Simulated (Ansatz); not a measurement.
# AlSiH₅ (singlet): correlated methods under varied settings at distance Al1–H4 along a hydrogen transfer = 1.639 Å

Aim: run AlSiH₅ (singlet) at one geometry under a spread of methods and options, and see what each costs and gives.

Computed with Ansatz 0.2.0, Gaussian basis. Level: the settings change from run to run.

8 further runs of the same task are left out: 1 for a mislabelled method, 7 that didn't finish.

## 1. The system

The geometry derives from fragments relaxed apart (PBE0/def2-TZVP) and kept rigid, so it is no stationary point. A hydrogen atom is moved between rigid fragments.

7 atoms, charge 0, spin multiplicity 1.

Atoms are counted from 1 here; the program's logs count them from 0.

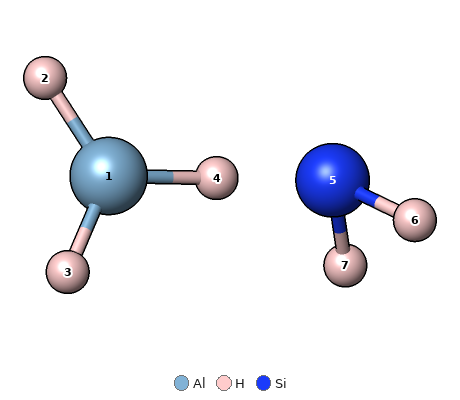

The structure; aluminium light blue, hydrogen pink, silicon blue; atoms are numbered from 1 in the order of the file.

## 2. CCSD on RHF/cc-pVDZ

in.yaml

```yaml
crystal:
  periodic: [false, false, false]
  atoms:
    - {symbol: Al, position_ang: [-1.724139, 0.029322, 0.000000]}
    - {symbol: H, position_ang: [-2.517062, 1.402706, 0.000000]}
    - {symbol: H, position_ang: [-2.517063, -1.344062, 0.000000]}
    - {symbol: H, position_ang: [-0.085139, 0.029322, 0.000000]}
    - {symbol: Si, position_ang: [1.675861, 0.029322, 0.000000]}
    - {symbol: H, position_ang: [2.288042, -0.844962, 1.090012]}
    - {symbol: H, position_ang: [2.288042, -0.844962, -1.090012]}
basis:
  gaussian: {orbitals: cc-pVDZ}
magnetization: {spin_polarized: false}
correlation: {method: ccsd, electrons: valence}
accuracy: high
scf: {lower_state_search: off}
```

Command:

```console
> ansatz run in.yaml --threads 1 --pin off --events-out ev --progress --plain --max-ram 2393MiB
```

What it wrote (excerpt; [...] marks lines left out):

```text
Functional definition: HF
  name "HF"
  cite "Fock, Z. Phys. 61, 126 (1930) doi:10.1007/BF01340294"
  parent pbe
[...]
1352 factors; integrals over basis functions are off by at most 3.9e-9 eV
[...]
mean field -14520.82680626 eV, -533.6305425603 hartree, gradient 1.4e-8 eV, S^2 0.000000; 0 other end points of the search recorded, 0 dependent functions left out
10 core orbitals not correlated: weight in the atoms' cores, before any rotation towards them, 1.000 or more for the frozen orbitals, at most 0.000 for the correlated occupied ones
reference -14520.82680626 eV, -533.6305425603 hartree; 6, 6 occupied and 45, 45 virtual orbitals, 1352 factors
second order -4.79975176 eV of doubles, -0.00000000 eV of singles
cycle   1  -5.75524744 eV  change   -9.6e-1 eV  update   8.0e-2
[...]
cycle  27  -6.13989480 eV  change  -5.5e-10 eV  update   1.5e-9
Total energy: -14526.96670106 eV, -533.8561795324 hartree
Checks for a lower state left out: stability, starts, cluster_reference, orbital_swaps, neighbouring_geometries, increment
```

It took 1.7 s on 1 thread of Arm Neoverse V2, shared host.

From the report: correlation -6.1399 eV; T1 0.015; largest double amplitude 0.07.

## 3. NEVPT2(8,5)/STO-3G

Changes to in.yaml since step 2:

```diff
@@ -11,6 +11,3 @@
 basis:
-  gaussian: {orbitals: cc-pVDZ}
-magnetization: {spin_polarized: false}
-correlation: {method: ccsd, electrons: valence}
-accuracy: high
-scf: {lower_state_search: off}
+  gaussian: {orbitals: STO-3G}
+correlation: {method: sc_nevpt2, electrons: valence, active_space: {window: {electrons: 8, orbitals: 5}, states: [{multiplicity: 1, weights: [1, 1, 1, 0.5]}, {multiplicity: 3, weights: [1]}]}}
```

Launched as before.

What it wrote (excerpt; [...] marks lines left out):

```text
Functional definition: HF
  name "HF"
  cite "Fock, Z. Phys. 61, 126 (1930) doi:10.1007/BF01340294"
  parent pbe
[...]
377 factors; integrals over basis functions are off by at most 2.7e-8 eV
[...]
mean field -14350.08206155 eV, -527.3557889269 hartree, gradient 9.8e-7 eV, S^2 0.000000; 0 other end points of the search recorded, 0 dependent functions left out; unrestricted orbitals would lower it
reference -14350.08206155 eV, -527.3557889269 hartree; 16, 16 occupied and 7, 7 virtual orbitals, 377 factors
state -14350.39231207 eV, -527.3671904233 hartree
state -14346.37351753 eV, -527.2195024480 hartree
state -14342.23943861 eV, -527.0675778498 hartree
state -14342.09177805 eV, -527.0621514244 hartree
state -14350.39231207 eV, -527.3671904233 hartree; corrected -14352.00567237 eV, -527.4264803207 hartree
state -14346.37351753 eV, -527.2195024480 hartree; corrected -14348.24950276 eV, -527.2884436337 hartree
state -14342.23943861 eV, -527.0675778498 hartree; corrected -14344.55754120 eV, -527.1527665489 hartree
state -14342.09177805 eV, -527.0621514244 hartree; corrected -14344.14455044 eV, -527.1375894185 hartree
state -14348.70456692 eV, -527.3051669329 hartree
state -14348.70456692 eV, -527.3051669329 hartree; corrected -14350.39367986 eV, -527.3672406886 hartree
Total energy: -14348.28414920 eV, -527.2897168669 hartree
```

Run time: 0.3 s. Hardware: 1 thread of Arm Neoverse V2, shared host.

From the report: 17 determinants; active occupations (of the averaged states) 1.99, 1.99, 1.78, 1.34, 0.90.

## 4. HF/6-31++G**

Changes to in.yaml since step 3:

```diff
@@ -11,3 +11,6 @@
 basis:
-  gaussian: {orbitals: STO-3G}
-correlation: {method: sc_nevpt2, electrons: valence, active_space: {window: {electrons: 8, orbitals: 5}, states: [{multiplicity: 1, weights: [1, 1, 1, 0.5]}, {multiplicity: 3, weights: [1]}]}}
+  gaussian: {orbitals: "6-31++G**"}
+magnetization: {spin_polarized: false}
+hamiltonian: {xc: hf}
+scf: {lower_state_search: full}
+output: {orbitals: {seedname: orbitals}}
```

Same command.

What it wrote:

```text
Functional definition: HF
  name "HF"
  cite "Fock, Z. Phys. 61, 126 (1930) doi:10.1007/BF01340294"
  parent pbe
  exchange = exact_x
  correlation = 0
906 factors; their error is unknown
mean field evaluation 1: about -14518.3788 eV, gradient 1.3e1 eV
mean field evaluation 2: about -14519.4636 eV, gradient 3.8e0 eV
mean field evaluation 4: about -14519.5780 eV, gradient 2.1e-1 eV
mean field evaluation 8: about -14520.1219 eV, gradient 7.2e-2 eV
mean field -14520.12195691 eV, -533.6046398242 hartree, gradient 1.6e-5 eV, S^2 0.000000; 0 other end points of the search recorded, 0 dependent functions left out
reference -14520.12195691 eV, -533.6046398242 hartree; 16, 16 occupied and 60, 60 virtual orbitals, 906 factors
Total energy: -14520.12195691 eV, -533.6046398242 hartree
```

Wall time 0.39 s (1 thread of Arm Neoverse V2, shared host).

## 5. CASSCF(12,8)/STO-3G

Changes to in.yaml since step 4:

```diff
@@ -11,6 +11,5 @@
 basis:
-  gaussian: {orbitals: "6-31++G**"}
-magnetization: {spin_polarized: false}
-hamiltonian: {xc: hf}
+  gaussian: {orbitals: STO-3G}
+correlation: {active_space: {window: {electrons: 12, orbitals: 8}}}
 scf: {lower_state_search: full}
-output: {orbitals: {seedname: orbitals}}
+output: {forces: true}
```

Launched as before.

What it wrote (excerpt; [...] marks lines left out):

```text
Functional definition: HF
  name "HF"
  cite "Fock, Z. Phys. 61, 126 (1930) doi:10.1007/BF01340294"
  parent pbe
[...]
248 factors; integrals over basis functions are off by at most 7.7e-5 eV
[...]
mean field -14350.08190786 eV, -527.3557832791 hartree, gradient 8.1e-7 eV, S^2 0.000000; 0 other end points of the search recorded, 0 dependent functions left out
reference -14350.08190786 eV, -527.3557832791 hartree; 16, 16 occupied and 7, 7 virtual orbitals, 248 factors
state -14351.21252714 eV, -527.3973327712 hartree
[...]
Total energy: -14351.21252714 eV, -527.3973327712 hartree
Atom 0 at    -1.724139     0.029322     0.000000 Å, force    -0.890714    -0.207084     0.000000 eV/Å
Atom 1 at    -2.517062     1.402706     0.000000 Å, force     1.339255    -2.041762    -0.000000 eV/Å
Atom 2 at    -2.517063    -1.344062     0.000000 Å, force     1.288530     2.022902     0.000000 eV/Å
Atom 3 at    -0.085139     0.029322     0.000000 Å, force    -3.032632    -0.772201    -0.000000 eV/Å
Atom 4 at     1.675861     0.029322     0.000000 Å, force     3.481049     1.263771    -0.000000 eV/Å
Atom 5 at     2.288042    -0.844962     1.090012 Å, force    -1.092744    -0.132813    -0.461307 eV/Å
Atom 6 at     2.288042    -0.844962    -1.090012 Å, force    -1.092744    -0.132813     0.461307 eV/Å
Dipole moment:    -0.512280    -0.041622    -0.000000 e Å
```

It took 4.8 s on 1 thread of Arm Neoverse V2, shared host.

From the report: 784 determinants; active occupations 2.00, 2.00, 2.00, 2.00, 1.97, 1.97, 0.04, 0.03.

## 6. The runs in one table

Where basis and cores are those of an earlier RCCSDT(Q)/cc-pVDZ run (-14527.1419 eV), and the state is the same kind, the miss against it is given.

```
                                      level  correlated  functions  energy (eV)  from RCCSDT(Q) (meV)    time
                        CCSD on RHF/cc-pVDZ     valence         61  -14526.9667                 175.2   1.7 s
NEVPT2(8,5)/STO-3G (mean of several states)     valence         23  -14348.2841                         0.3 s
                               HF/6-31++G**                     76  -14520.1220                        0.39 s
                        CASSCF(12,8)/STO-3G                     23  -14351.2125                         4.8 s
```

## 7. Summary of results

| quantity | value |
| --- | --- |
| runs | 4 |
| quickest | NEVPT2(8,5)/STO-3G (mean of several states), 0.3 s |
| slowest | CASSCF(12,8)/STO-3G, 4.8 s |

In words: Total energies in different bases, with other cores or another treatment of relativity can't be set against each other. CASSCF(12,8)/STO-3G took 16 times as long as NEVPT2(8,5)/STO-3G (mean of several states); the jobs differ in more than the method.
